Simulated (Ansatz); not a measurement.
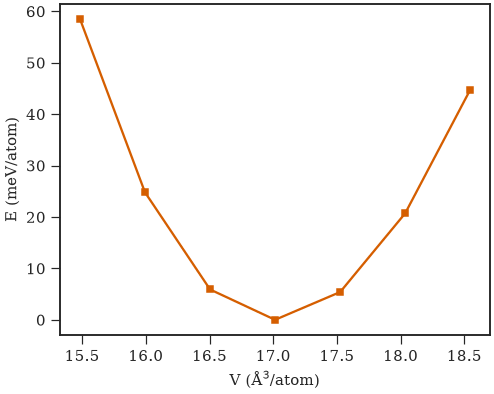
*Ti in space group P6/mmm (No. 191; Ti on 1a, Ti on 2d) under volume change, r²SCAN (plane waves, PAW; program Ansatz), shape and atoms relaxed at each volume.*

Task: What does a third-order Birch–Murnaghan fit give for V₀, B₀ and B′?

Result: V₀ = 17.01 Å³/atom, B₀ = 118 GPa, B′ = 3.5.

This is a known high-pressure phase of the composition, computed here at zero pressure and temperature. The r²SCAN relaxation kept the symmetry of its start; of distortions, only those at the zone centre were tested. The run is not spin-polarised.

Potentials: the later of the program's two PAW sets.
